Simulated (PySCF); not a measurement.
Ge(H)(Br)(Et)2, SMILES C[CH2][GeH]([Br])[CH2]C (C₄H₁₁BrGe) at its GFN2-xTB optimised geometry (Å):

```
17

Ge     0.1467    -0.3143     0.0000
Br    -0.3449    -1.2322    -2.0526
C     -0.5909    -1.5574     1.3858
C     -0.0210    -2.9654     1.2841
C     -0.5909     1.5474     0.0000
C     -0.0457     2.4033    -1.1349
H      1.6795    -0.3143     0.0000
H     -0.3755    -1.1349     2.3679
H     -1.6777    -1.5848     1.2789
H      1.0625    -2.9513     1.3978
H     -0.2561    -3.4090     0.3172
H     -0.4383    -3.6032     2.0616
H     -1.6795     1.4860    -0.0670
H     -0.3537     2.0037     0.9618
H      1.0397     2.4772    -1.0745
H     -0.3043     1.9736    -2.1021
H     -0.4602     3.4090    -1.0876
```

Computed with PBE0/def2-SVP run with PySCF. Cells within 0.4 Å of a nucleus heavier than hydrogen are left out (blank, or x).

Map of the log10 of the electron density (e/bohr³), floored at −4 on the plane z = 0.0 Å:

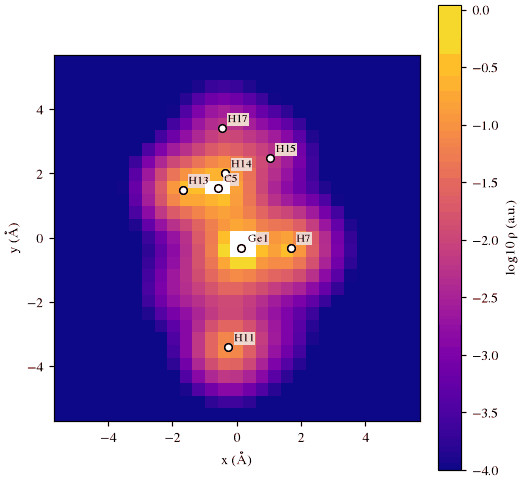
*Log10 of the electron density (e/bohr³), floored at −4 on the plane z = 0.0 Å.*
